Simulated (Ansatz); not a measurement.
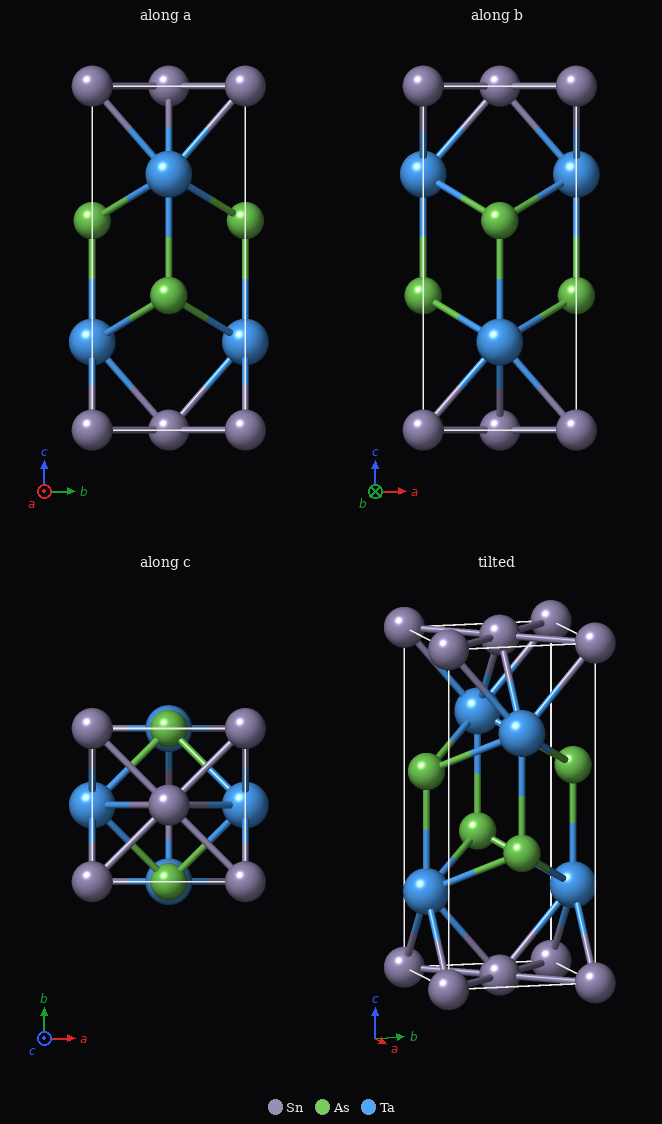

We look at a ball-and-stick model of the crystal along the a axis, along the b axis, along the c axis and slightly off an axis. The conventional unit cell is drawn as a box.

Lattice parameters: a = 3.6835 Å, b = 3.6835 Å, c = 8.2714 Å, α = 90.000°, β = 90.000°, γ = 90.000°.

Q: From the views, write a CIF in P1 with every atom of the cell, with free fractional coordinates to two decimals.

A:
```cif
data_structure
_symmetry_space_group_name_H-M 'P 1'
_symmetry_Int_Tables_number 1
_cell_length_a 3.6835
_cell_length_b 3.6835
_cell_length_c 8.2714
_cell_angle_alpha 90.000
_cell_angle_beta 90.000
_cell_angle_gamma 90.000
_cell_volume 112.23
loop_
_atom_site_label
_atom_site_type_symbol
_atom_site_fract_x
_atom_site_fract_y
_atom_site_fract_z
_atom_site_occupancy
Sn1 Sn 0.00 0.00 0.00 1
Sn2 Sn 0.50 0.50 0.00 1
As1 As 0.50 0.00 0.61 1
As2 As 0.00 0.50 0.39 1
Ta1 Ta 0.50 0.00 0.26 1
Ta2 Ta 0.00 0.50 0.74 1
```

Shown is a generated cell, made by putting these elements into a known structure type (the compound may or may not exist in this form), as it stood before any relaxation. Ansatz was used for an electronic-structure calculation on it.

At this level of theory the cell isn't at rest (compressed, at 11 GPa and forces up to 3.4 eV/Å), so its distances can differ from those at equilibrium, the more so the softer the solid.
